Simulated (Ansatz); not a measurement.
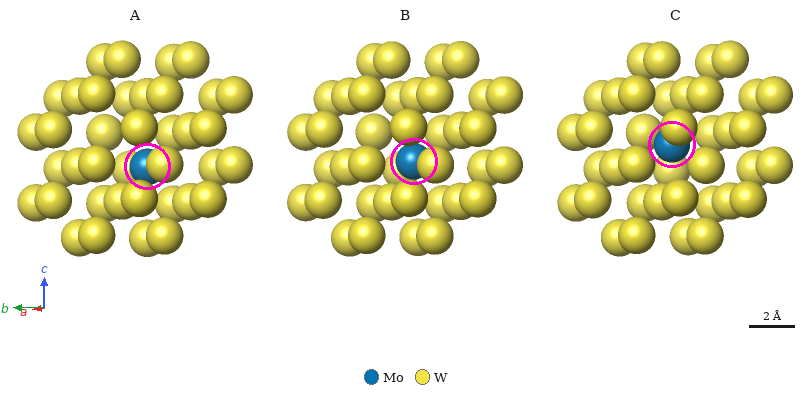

3 geometries from a converged minimum-energy path of W with a W vacancy (15 atoms in the cell), shuffled. Style: spheres-only. Shown: the atoms within 5.5 Å of the middle of the path, from a free direction. The moving atom is ringed, with any periodic copies.

Theory: DFT PBE-D3(BJ), scalar-relativistic, plane waves, PAW (Ansatz 0.2.0). Settings: plane-wave cutoff 420 eV; k-point mesh 3 × 3 × 3; Fermi-Dirac smearing 0.15 eV; 5 movable images; climbing image; force threshold 0.03 eV/Å; iteration limit 51; starting path by image-dependent pair potential.

Which frame is the top of the path?

Answer. C. In order along the path, whose images run from 0 to 6: C (image 2, +1.38 eV), B (image 5, +0.53 eV), A (image 6, 0.00 eV). It is a vacancy jump: a nearby atom moves into the empty site and leaves its own site empty. The Mo atom travels furthest, 2.67 Å from end to end, along [1 −1 −1], on a straight line. At the highest image its nearest neighbour (W) is 2.66 Å away, against 2.72 Å at the start, and the surrounding atoms stand up to 0.09 Å off the mean of their end positions.

Limits of the set-up: the periodic images lie only 6.3 Å apart, so the values are limited by the cell's size.

Cost: 19 min on 4 threads of Arm Neoverse V1, on a shared host, peak memory 3.2 GiB.

PAW datasets: the set soft_1.
